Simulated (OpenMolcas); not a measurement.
**C2H5Al: a line through the functionals**

The species is C2H5Al (8 atoms), meant as a singlet with charge 0. SMILES: `C=[CH][AlH2]`. The shape is that of a PBE0-D4/def2-TZVP optimisation.

The dipole moment y, in D, basis def2-SVPD; a is the functional's share of exact exchange. Programs: OpenMolcas 26.06.

| functional | program | a | y (D) |
| --- | --- | --- | --- |
| revPBE | OpenMolcas | 0 | 0.93 |
| PBE | OpenMolcas | 0 | 0.93 |
| B3LYP | OpenMolcas | 0.2 | ? |
| PBE0 | OpenMolcas | 0.25 | 0.88 |
| BHLYP | OpenMolcas | 0.5 | 0.83 |

Fit y = c + s·a to the known rows and predict B3LYP.


1. Means of the 4 rows: a = 0.1875, y = 0.893.
2. Σ(Δa)² = 0.17188, Σ(Δa·Δy) = -0.034375, so the slope is -0.034375/0.17188 = -0.19999.
3. Intercept: 0.893 − (-0.19999) × 0.1875 = 0.930. The largest residual of the fit is 0.000.
4. B3LYP: 0.930 + (-0.19999) × 0.2 = 0.89 D.

The run gave 0.87 D, so the prediction is off by +0.02 D, more than the scatter of the fit.

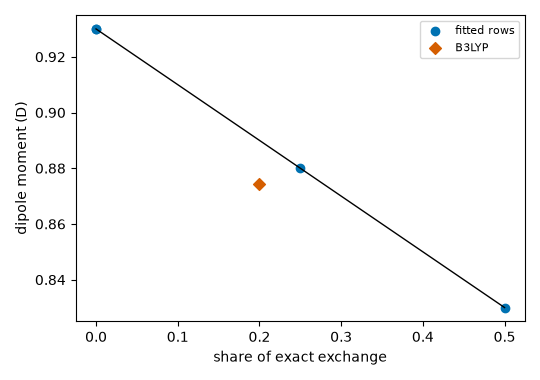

The fitted line, with the withheld row.
